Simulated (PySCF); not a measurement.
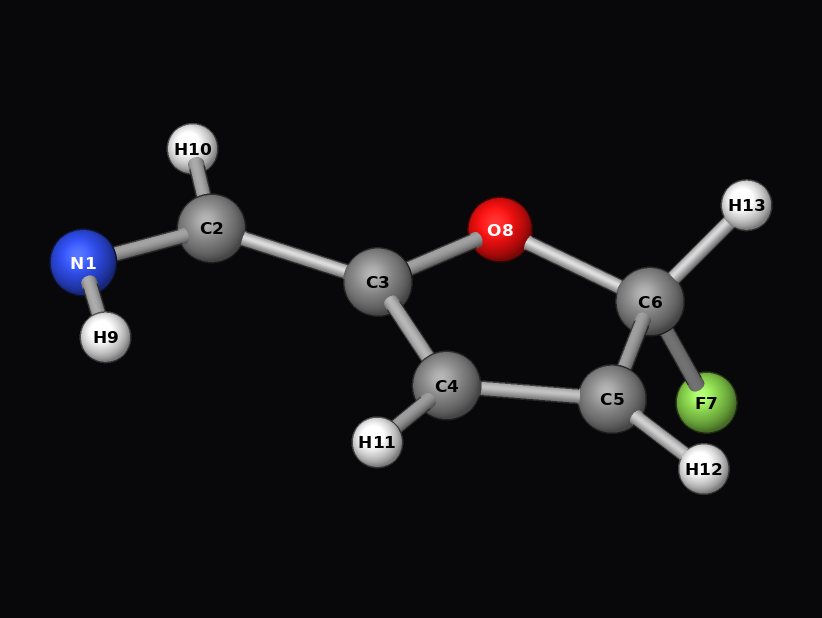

The questions are on Mulliken spin populations. State: neutral, doublet. The geometry was computed by an optimisation with GFN2-xTB. No frequency run is at hand to confirm it as a minimum. Method: UKS B3LYP, pcH-1 on C F H N O, non-relativistic (PySCF 2.14.0).

List the Mulliken spin populations.

| atom | value (e) |
| --- | --- |
| N1 | 0.34 |
| C2 | −0.16 |
| C3 | 0.50 |
| C4 | −0.19 |
| C5 | 0.41 |
| C6 | −0.01 |
| F7 | 0.02 |
| O8 | 0.07 |
| H9 | −0.01 |
| H10 | 0.00 |
| H11 | 0.01 |
| H12 | −0.02 |
| H13 | 0.02 |

Mulliken values depend strongly on the basis set.
